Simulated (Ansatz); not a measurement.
# C₂H₈ClGaO: from a rough start to a stationary point

The task is to find a stationary geometry of C₂H₈ClGaO, check the end point by its vibrations and derive ideal-gas thermochemistry, and look at its orbitals and charge.

Program: Ansatz 0.2.0, Gaussian basis. Level of theory: RKS PBE0-D4/def2-TZVP. These are calculated values, not measurements.

Plan: relaxation at PBE-D4/def2-SVP; relaxation at PBE0-D4/def2-TZVP; harmonic vibrations at the same level; a single point in def2-TZVPP for the fields.

### 1 The system as given

SMILES `[CH3][Ga-]([CH3])([OH2+])[Cl]`, 13 atoms, charge 0, spin multiplicity 1.

Atoms are counted from 1 here; the program's logs count them from 0.

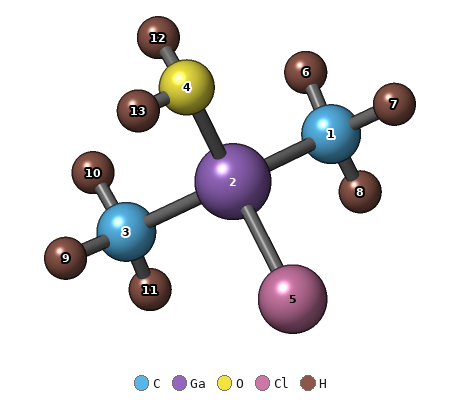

As it starts; carbon blue, gallium purple, oxygen yellow, chlorine pink, hydrogen brown; atoms are numbered from 1 in the order of the file.

Geometry (Å):

| atom | x (Å) | y (Å) | z (Å) |
| --- | --- | --- | --- |
| C1 | -1.63990 | 0.15620 | -0.73280 |
| Ga2 | 0.24560 | 0.38260 | -0.29910 |
| C3 | 0.93770 | -1.39090 | 0.24390 |
| O4 | 0.52300 | 1.59430 | 1.06640 |
| Cl5 | 1.34750 | 1.09320 | -2.08670 |
| H6 | -2.23950 | -0.14120 | 0.14770 |
| H7 | -2.06320 | 1.18860 | -1.05430 |
| H8 | -1.76940 | -0.51170 | -1.57800 |
| H9 | 2.05210 | -1.27630 | 0.54320 |
| H10 | 0.42170 | -1.74830 | 1.17530 |
| H11 | 0.83200 | -2.11750 | -0.55050 |
| H12 | 0.01070 | 1.16840 | 1.85640 |
| H13 | 1.36230 | 1.56780 | 1.28340 |

The start is a force-field geometry with small random shifts, so a cheaper pass at PBE-D4/def2-SVP comes first.

### 2 Relaxation at PBE-D4/def2-SVP (cheap first pass)

in.yaml

```yaml
crystal:
  periodic: [false, false, false]
  atoms:
    - {symbol: C, position_ang: [-1.639900, 0.156200, -0.732800]}
    - {symbol: Ga, position_ang: [0.245600, 0.382600, -0.299100]}
    - {symbol: C, position_ang: [0.937700, -1.390900, 0.243900]}
    - {symbol: O, position_ang: [0.523000, 1.594300, 1.066400]}
    - {symbol: Cl, position_ang: [1.347500, 1.093200, -2.086700]}
    - {symbol: H, position_ang: [-2.239500, -0.141200, 0.147700]}
    - {symbol: H, position_ang: [-2.063200, 1.188600, -1.054300]}
    - {symbol: H, position_ang: [-1.769400, -0.511700, -1.578000]}
    - {symbol: H, position_ang: [2.052100, -1.276300, 0.543200]}
    - {symbol: H, position_ang: [0.421700, -1.748300, 1.175300]}
    - {symbol: H, position_ang: [0.832000, -2.117500, -0.550500]}
    - {symbol: H, position_ang: [0.010700, 1.168400, 1.856400]}
    - {symbol: H, position_ang: [1.362300, 1.567800, 1.283400]}
basis:
  gaussian: {orbitals: def2-SVP}
hamiltonian: {xc: pbe, dispersion: d4}
relax: {f_tol: 0.03, max_steps: 200}
```

Started as:

```bash
$ ansatz run in.yaml --threads 4 --pin off --events-out ev --progress --plain --max-ram 11315MiB
```

Output (excerpt; [...] marks lines left out):

```text
Functional definition: PBE
  name "PBE"
  cite "Perdew, Burke & Ernzerhof, Phys. Rev. Lett. 77, 3865 (1996) doi:10.1103/PhysRevLett.77.3865"
  parent pbe
[...]
1473 factors; their error is unknown
[...]
mean field -69120.66313863 eV, -2540.1375186764 hartree, gradient 2.5e-5 eV, S^2 0.000000; 0 other end points of the search recorded, 0 dependent functions left out
[...]
reference -69120.66317720 eV, -2540.1375200939 hartree; 38, 38 occupied and 94, 94 virtual orbitals, 1473 factors
relax step   1: F+E_penalty+E_count = -69120.95721365 eV  Δ(F+E_penalty+E_count) = +0.000e0 eV  max|allowed force component| = 8.267e0 eV/Å  Δτ_max = 0.0000 Å  (28 SCF iters, accepted)
[...]
relax step   4: F+E_penalty+E_count = -69122.45912283 eV  Δ(F+E_penalty+E_count) = -5.678e-2 eV  max|allowed force component| = 1.455e0 eV/Å  Δτ_max = 0.1922 Å  (28 SCF iters, accepted)
[...]
relax step   7: F+E_penalty+E_count = -69122.55798495 eV  Δ(F+E_penalty+E_count) = +8.321e-3 eV  max|allowed force component| = 1.476e0 eV/Å  Δτ_max = 0.1936 Å  (27 SCF iters, rejected (line search))
[...]
relax step  10: F+E_penalty+E_count = -69122.63614884 eV  Δ(F+E_penalty+E_count) = -1.255e-2 eV  max|allowed force component| = 8.775e-2 eV/Å  Δτ_max = 0.0804 Å  (29 SCF iters, accepted)
[...]
mean field -69122.36768669 eV, -2540.2001596622 hartree, gradient 1.8e-5 eV, S^2 0.000000; 1 other end points of the search recorded, 0 dependent functions left out
[...]
reference -69122.36772633 eV, -2540.2001611192 hartree; 38, 38 occupied and 94, 94 virtual orbitals, 1473 factors
Total energy: -69122.65042960 eV, -2540.2105502725 hartree
Atom 0 at    -1.825430     0.255101    -0.871754 Å, force    -0.002666    -0.000697     0.003930 eV/Å
Atom 1 at     0.058498     0.004826    -0.362133 Å, force     0.002073     0.021424    -0.001509 eV/Å
Atom 2 at     1.027997    -1.554777     0.368467 Å, force    -0.000895    -0.002491     0.008185 eV/Å
Atom 3 at     0.342407     1.471338     1.254055 Å, force    -0.008413    -0.007665     0.001857 eV/Å
Atom 4 at     1.455830     1.396568    -1.490675 Å, force     0.008309     0.001673    -0.014079 eV/Å
Atom 5 at    -2.504689    -0.097208    -0.069924 Å, force    -0.005283    -0.004434    -0.002547 eV/Å
Atom 6 at    -2.030103     1.323964    -1.074446 Å, force     0.001212     0.002286     0.001876 eV/Å
Atom 7 at    -2.048218    -0.320723    -1.792724 Å, force    -0.002490     0.002549     0.000514 eV/Å
Atom 8 at     2.082528    -1.301085     0.594676 Å, force     0.002533     0.001086    -0.000052 eV/Å
Atom 9 at     0.541862    -1.946261     1.285464 Å, force    -0.000923    -0.007038     0.001809 eV/Å
Atom 10 at     1.034199    -2.372046    -0.381182 Å, force     0.004602    -0.005256    -0.000113 eV/Å
Atom 11 at     0.965471     1.104300     1.912191 Å, force     0.001906    -0.001925     0.008513 eV/Å
Atom 12 at     0.920247     2.001204     0.642885 Å, force     0.000034     0.000488    -0.008384 eV/Å
Dipole moment:    -0.010739    -0.119557     0.635000 e Å
```

It took 21 s on 4 threads of Arm Neoverse V2, shared host.

The steps of the relaxation: (the energy doesn't fall at every step)

| step | energy from step 1 (eV) | largest force component (eV/Å) |
| --- | --- | --- |
| 1 | 0.0000 | 8.2673 |
| 2 | -1.1736 | 1.8963 |
| 3 | -1.4451 | 1.0273 |
| 4 | -1.5019 | 1.4550 |
| 5 | -1.5676 | 0.3147 |
| 6 | -1.6091 | 0.7464 |
| 7 | -1.6008 | 1.4765 |
| 8 | -1.6441 | 0.3797 |
| 9 | -1.6664 | 0.1923 |
| 10 | -1.6789 | 0.0877 |
| 11 | -1.6873 | 0.1915 |
| 12 | -1.6922 | 0.0579 |
| 13 | -1.6932 | 0.0214 |

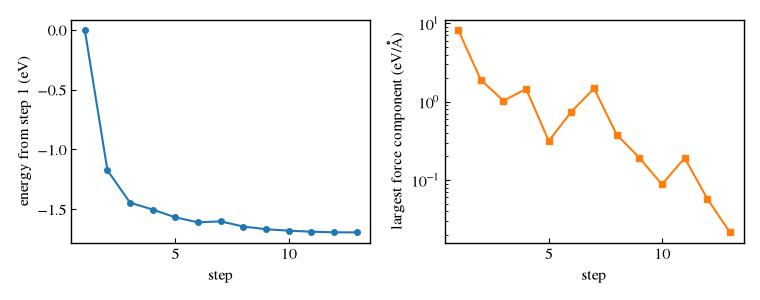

Energy and force, step by step.

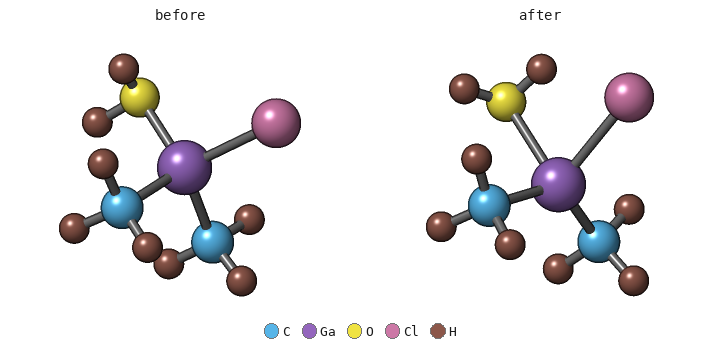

Before and after, at one scale.

Distances of close pairs at the start and the end, largest changes first:

| bond | before (Å) | after (Å) | change (Å) |
| --- | --- | --- | --- |
| Ga2–O4 | 1.847 | 2.201 | +0.354 |
| O4–H13 | 0.867 | 0.994 | +0.127 |
| O4–H12 | 1.033 | 0.978 | -0.056 |
| Ga2–Cl5 | 2.217 | 2.272 | +0.055 |
| C1–H7 | 1.161 | 1.107 | -0.054 |
| C3–H9 | 1.160 | 1.108 | -0.052 |
| C3–H11 | 1.082 | 1.109 | +0.027 |
| C1–H8 | 1.085 | 1.109 | +0.024 |

### 3 Geometry optimisation, PBE0-D4/def2-TZVP

in.yaml

```yaml
crystal:
  periodic: [false, false, false]
  atoms:
    - {symbol: C, position_ang: [-1.825430, 0.255101, -0.871754]}
    - {symbol: Ga, position_ang: [0.058498, 0.004826, -0.362133]}
    - {symbol: C, position_ang: [1.027997, -1.554777, 0.368467]}
    - {symbol: O, position_ang: [0.342407, 1.471338, 1.254055]}
    - {symbol: Cl, position_ang: [1.455830, 1.396568, -1.490675]}
    - {symbol: H, position_ang: [-2.504689, -0.097208, -0.069924]}
    - {symbol: H, position_ang: [-2.030103, 1.323964, -1.074446]}
    - {symbol: H, position_ang: [-2.048218, -0.320723, -1.792724]}
    - {symbol: H, position_ang: [2.082528, -1.301085, 0.594676]}
    - {symbol: H, position_ang: [0.541862, -1.946261, 1.285464]}
    - {symbol: H, position_ang: [1.034199, -2.372046, -0.381182]}
    - {symbol: H, position_ang: [0.965471, 1.104300, 1.912191]}
    - {symbol: H, position_ang: [0.920247, 2.001204, 0.642885]}
basis:
  gaussian: {orbitals: def2-TZVP}
hamiltonian: {xc: pbe0, dispersion: d4}
relax: {f_tol: 0.005, max_steps: 150}
```

Launched as before.

Output (excerpt; [...] marks lines left out):

```text
Functional definition: PBE0
  name "PBE0"
  cite "Adamo & Barone, J. Chem. Phys. 110, 6158 (1999) doi:10.1063/1.478522"
  cite "Perdew, Burke & Ernzerhof, Phys. Rev. Lett. 77, 3865 (1996) doi:10.1103/PhysRevLett.77.3865"
  parent pbe
[...]
1544 factors; their error is unknown
[...]
mean field -69140.99328093 eV, -2540.8846376258 hartree, gradient 2.3e-5 eV, S^2 0.000000; 0 other end points of the search recorded, 0 dependent functions left out
[...]
reference -69140.99331465 eV, -2540.8846388650 hartree; 38, 38 occupied and 188, 188 virtual orbitals, 1544 factors
relax step   1: F+E_penalty+E_count = -69141.23614631 eV  Δ(F+E_penalty+E_count) = +0.000e0 eV  max|allowed force component| = 9.802e-1 eV/Å  Δτ_max = 0.0000 Å  (28 SCF iters, accepted)
[...]
Atom 3 at     0.356077     1.440590     1.223642 Å, force     0.001611    -0.000523     0.001315 eV/Å
Atom 4 at     1.440567     1.313045    -1.597827 Å, force     0.000590     0.000446    -0.000693 eV/Å
Atom 5 at    -2.458056    -0.144980    -0.082148 Å, force     0.001818     0.001173    -0.002768 eV/Å
Atom 6 at    -2.022859     1.315279    -0.993820 Å, force     0.001024    -0.002904     0.000432 eV/Å
Atom 7 at    -2.033680    -0.258667    -1.795323 Å, force     0.000724     0.001848     0.002411 eV/Å
Atom 8 at     2.049860    -1.294104     0.628068 Å, force    -0.000964     0.000143    -0.000138 eV/Å
Atom 9 at     0.509062    -1.926593     1.255316 Å, force     0.000372     0.000598    -0.000815 eV/Å
Atom 10 at     1.056004    -2.357414    -0.363413 Å, force     0.000157     0.000169     0.000680 eV/Å
Atom 11 at     0.931208     1.092656     1.913654 Å, force    -0.001004     0.000338     0.000735 eV/Å
Atom 12 at     0.892047     2.071172     0.716623 Å, force    -0.000419    -0.000138    -0.001452 eV/Å
Dipole moment:    -0.018293    -0.056226     0.733130 e Å
```

It took 56 s on 4 threads of Arm Neoverse V2, shared host; peak memory 0.76 GiB.

Along the way:

```
step  energy from step 1 (eV)  largest force component (eV/Å)
   1                   0.0000                          0.9802
   2                  -0.0454                          0.5077
   3                  -0.0547                          0.3439
   4                  -0.0552                          0.1773
   5                  -0.0589                          0.0397
   6                  -0.0589                          0.0496
   7                  -0.0592                          0.0128
   8                  -0.0592                          0.0038
   9                  -0.0592                          0.0040
  10                  -0.0593                          0.0041
  11                  -0.0593                          0.0033
```

The force was under the threshold of 0.005 eV/Å already at step 8, but the program went on to step 11.

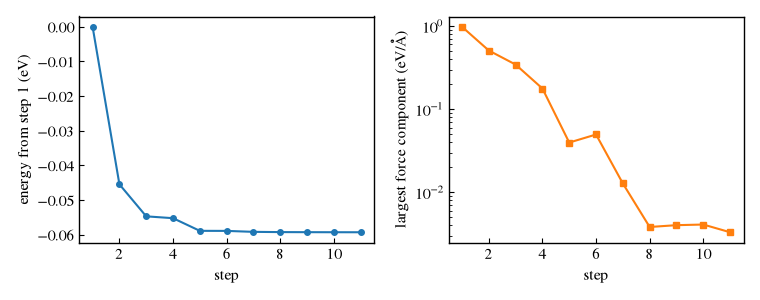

Energy and force, step by step.

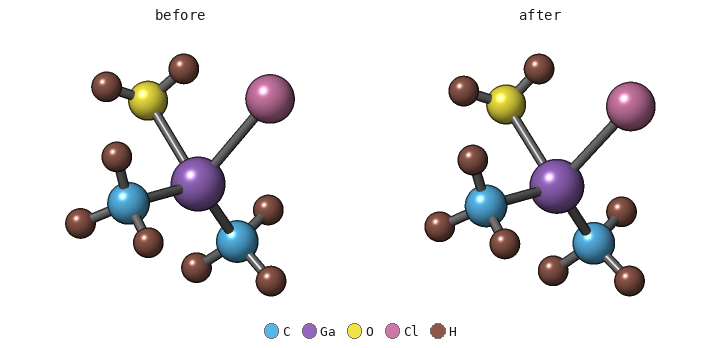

The geometry before (left) and after (right).

Distances of close pairs at the start and the end, largest changes first:

| bond | before (Å) | after (Å) | change (Å) |
| --- | --- | --- | --- |
| Ga2–Cl5 | 2.272 | 2.234 | -0.038 |
| O4–H13 | 0.994 | 0.971 | -0.024 |
| Ga2–O4 | 2.201 | 2.183 | -0.018 |
| C3–H11 | 1.109 | 1.093 | -0.016 |
| C1–H8 | 1.109 | 1.092 | -0.016 |
| C1–H6 | 1.108 | 1.092 | -0.016 |
| C3–H10 | 1.109 | 1.093 | -0.016 |
| C3–H9 | 1.108 | 1.092 | -0.016 |

Mulliken charges of the relaxed molecule (report file):

C1 -0.56; Ga2 0.52; C3 -0.58; O4 -0.53; Cl5 -0.41; H6 0.14; H7 0.14; H8 0.14; H9 0.14; H10 0.14; H11 0.15; H12 0.36; H13 0.36

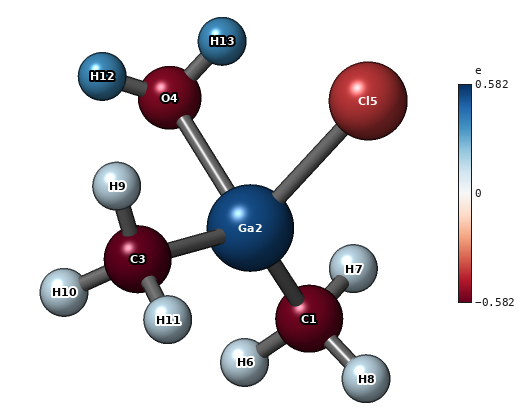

Mulliken charges of the relaxed molecule (report file), as colours on the atoms.

### 4 Harmonic vibrations

in.yaml

```yaml
crystal:
  periodic: [false, false, false]
  atoms:
    - {symbol: C, position_ang: [-1.803165, 0.255109, -0.859142]}
    - {symbol: Ga, position_ang: [0.083624, 0.004901, -0.397903]}
    - {symbol: C, position_ang: [1.019910, -1.545793, 0.367174]}
    - {symbol: O, position_ang: [0.356077, 1.440590, 1.223642]}
    - {symbol: Cl, position_ang: [1.440567, 1.313045, -1.597827]}
    - {symbol: H, position_ang: [-2.458056, -0.144980, -0.082148]}
    - {symbol: H, position_ang: [-2.022859, 1.315279, -0.993820]}
    - {symbol: H, position_ang: [-2.033680, -0.258667, -1.795323]}
    - {symbol: H, position_ang: [2.049860, -1.294104, 0.628068]}
    - {symbol: H, position_ang: [0.509062, -1.926593, 1.255316]}
    - {symbol: H, position_ang: [1.056004, -2.357414, -0.363413]}
    - {symbol: H, position_ang: [0.931208, 1.092656, 1.913654]}
    - {symbol: H, position_ang: [0.892047, 2.071172, 0.716623]}
basis:
  gaussian: {orbitals: def2-TZVP}
hamiltonian: {xc: pbe0, dispersion: d4}
phonons: {temperatures: {t_min: 298.15, t_max: 900, t_step: 200}}
```

Same command.

Output (excerpt; [...] marks lines left out):

```text
Functional definition: PBE0
  name "PBE0"
  cite "Adamo & Barone, J. Chem. Phys. 110, 6158 (1999) doi:10.1063/1.478522"
  cite "Perdew, Burke & Ernzerhof, Phys. Rev. Lett. 77, 3865 (1996) doi:10.1103/PhysRevLett.77.3865"
  parent pbe
[...]
1544 factors; their error is unknown
[...]
mean field -69141.05097786 eV, -2540.8867579487 hartree, gradient 3.1e-5 eV, S^2 0.000000; 0 other end points of the search recorded, 0 dependent functions left out
[...]
reference -69141.05101146 eV, -2540.8867591836 hartree; 38, 38 occupied and 188, 188 virtual orbitals, 1544 factors
[...]
1544 factors; their error is unknown
mean field -69141.05081014 eV, -2540.8867517851 hartree, gradient 1.4e-6 eV, S^2 0.000000; 0 other end points of the search recorded, 0 dependent functions left out
[...]
reference -69141.05084374 eV, -2540.8867530201 hartree; 38, 38 occupied and 188, 188 virtual orbitals, 1544 factors
[...]
Atom 6 at    -2.022859     1.315279    -0.993820 Å, force     0.001031    -0.002905     0.000427 eV/Å
Atom 7 at    -2.033680    -0.258667    -1.795323 Å, force     0.000738     0.001863     0.002390 eV/Å
Atom 8 at     2.049860    -1.294104     0.628068 Å, force    -0.000961     0.000249    -0.000105 eV/Å
Atom 9 at     0.509062    -1.926593     1.255316 Å, force     0.000377     0.000629    -0.000831 eV/Å
Atom 10 at     1.056004    -2.357414    -0.363413 Å, force     0.000161     0.000174     0.000642 eV/Å
Atom 11 at     0.931208     1.092656     1.913654 Å, force    -0.001035     0.000335     0.000715 eV/Å
Atom 12 at     0.892047     2.071172     0.716623 Å, force    -0.000460    -0.000050    -0.001364 eV/Å
Dipole moment:    -0.018296    -0.056225     0.733136 e Å
Vibrations: 75.43 91.68 118.86 127.13 139.25 143.59 158.22 205.35 257.13 353.56 521.18 545.45 607.89 616.33 692.82 704.00 745.44 773.90 1228.11 1230.03 1446.20 1449.30 1451.93 1457.39 1626.40 3048.56 3054.67 3132.00 3138.54 3140.14 3150.15 3717.83 3875.76 cm⁻¹, zero-point energy 2.667163 eV
```

It took 4.5 min on 4 threads of Arm Neoverse V2, shared host; peak memory 0.76 GiB.

Motions are named by where the mode's potential energy lies. The modes, unscaled (a negative number is an imaginary wavenumber):

```
mode  cm⁻¹                  motion
   1    75                 torsion
   2    92                 torsion
   3   119       bend with torsion
   4   127       torsion with bend
   5   139       torsion with bend
   6   144       bend with torsion
   7   158                 torsion
   8   205                 torsion
   9   257            Ga–O stretch
  10   354           Ga–Cl stretch
  11   521                    bend
  12   545            Ga–C stretch
  13   608            Ga–C stretch
  14   616                    bend
  15   693                    bend
  16   704                    bend
  17   745  bend with wag or twist
  18   774                    bend
  19  1228                    bend
  20  1230                    bend
  21  1446                    bend
  22  1449                    bend
  23  1452                    bend
  24  1457                    bend
  25  1626                    bend
  26  3049             C–H stretch
  27  3055             C–H stretch
  28  3132             C–H stretch
  29  3139             C–H stretch
  30  3140             C–H stretch
  31  3150             C–H stretch
  32  3718             O–H stretch
  33  3876             O–H stretch
```

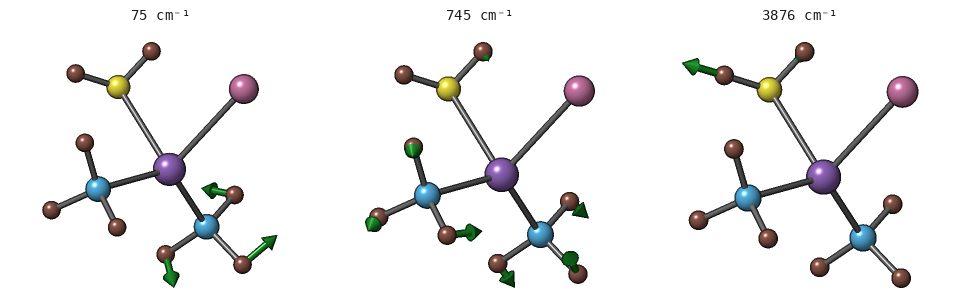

Displacements of 3 modes, as arrows.

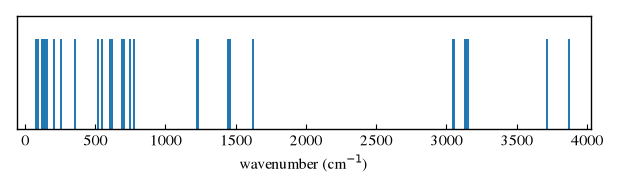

The harmonic wavenumbers as sticks (no intensities were computed).

From these modes and the moments of inertia (298.15 K, 1 bar, symmetry number 1):

```csv
term,value
zero-point energy,61.5 kcal/mol
H(298) − E,68.5 kcal/mol
"entropy, translation",171.6 J/(mol K)
"entropy, rotation",117.1 J/(mol K)
"entropy, vibration",125.7 J/(mol K)
"entropy, total",414.4 J/(mol K)
```

### 5 Orbitals, density and potential

Edit in.yaml of step 4 so:

```diff
@@ -17,4 +17,4 @@
 basis:
-  gaussian: {orbitals: def2-TZVP}
+  gaussian: {orbitals: def2-TZVPP}
 hamiltonian: {xc: pbe0, dispersion: d4}
-phonons: {temperatures: {t_min: 298.15, t_max: 900, t_step: 200}}
+output: {orbitals: {seedname: orbitals}}
```

Launched as before.

Output:

```text
Functional definition: PBE0
  name "PBE0"
  cite "Adamo & Barone, J. Chem. Phys. 110, 6158 (1999) doi:10.1063/1.478522"
  cite "Perdew, Burke & Ernzerhof, Phys. Rev. Lett. 77, 3865 (1996) doi:10.1103/PhysRevLett.77.3865"
  parent pbe
  parameter a = 0.25
  parameter kappa = 0.804
  parameter beta = 0.06672455060314922
  exchange = (1 - a)*pbe_x(kappa = kappa, mu = beta*pi^2/3) + a*exact_x
  correlation = pbe_c(beta = beta)
1721 factors; their error is unknown
mean field evaluation 1: about -69127.0586 eV, gradient 8.5e1 eV
mean field evaluation 2: about -69119.9057 eV, gradient 1.0e2 eV
mean field evaluation 4: about -69140.9482 eV, gradient 4.1e0 eV
mean field evaluation 8: about -69140.9805 eV, gradient 7.0e-2 eV
mean field evaluation 16: about -69141.1961 eV, gradient 5.9e-5 eV
mean field -69141.19605594 eV, -2540.8920894700 hartree, gradient 5.9e-5 eV, S^2 0.000000; 0 other end points of the search recorded, 0 dependent functions left out
reference -69141.19609071 eV, -2540.8920907475 hartree; 38, 38 occupied and 257, 257 virtual orbitals, 1721 factors
Total energy: -69141.44055956 eV, -2540.9010748123 hartree
```

Wall time 4.8 s (4 threads of Arm Neoverse V2, shared host); peak memory 1 GiB.

Orbitals, density, ELF and potential are computed afterwards from the orbital file.

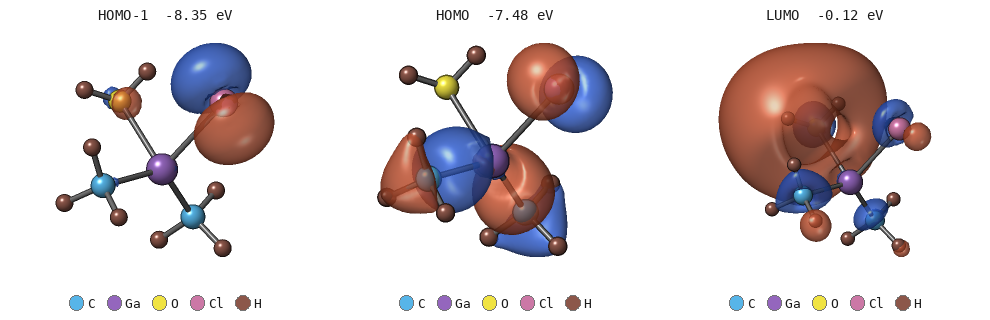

PBE0-D4/def2-TZVPP orbitals near the gap, drawn at the value that encloses 70 % of each; the two colours are the two signs.

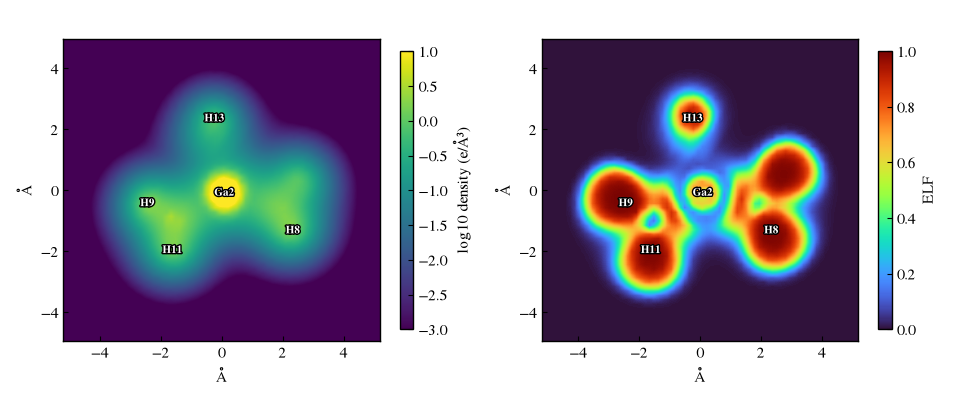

Density (left) and ELF (right) in a plane through or near 5 of the atoms.

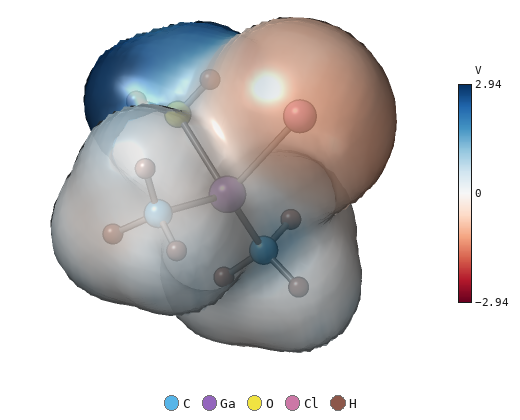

The potential that a unit positive charge feels on the 0.002 e/bohr³ surface, from -1.14 V near Cl5 to 2.94 V near H12.

### 6 Outcome

| quantity | value |
| --- | --- |
| point group | C1 |
| steps | 13 + 11 |
| shift from the start (rms) | 0.464 Å |
| total energy | -69141.2954 eV |
| dispersion term | -244 meV |
| dipole moment | 3.53 D |
| lowest, highest wavenumber | 75, 3876 cm⁻¹ |
| zero-point energy | 61.5 kcal/mol |
| entropy at 298.15 K | 414.4 J/(mol K) |
| HOMO, LUMO | -7.48, -0.12 eV |

In words: The atoms moved 0.46 Å (rms) from the start; the bond that changed most is Ga2–O4, from 1.847 to 2.183 Å. All wavenumbers are real, so the end point is a minimum. The stiffest mode, 3876 cm⁻¹, is an O–H stretch, and 7 modes under 200 cm⁻¹ make the vibrational entropy uncertain. Harmonic hybrid wavenumbers usually lie a few per cent above measured fundamentals. The largest Mulliken charge, -0.58 e, sits on C3. The HOMO lies mostly on Cl5 30 %; C1, C3 about 19 % each and the LUMO on H12 42 %; H13 18 %.
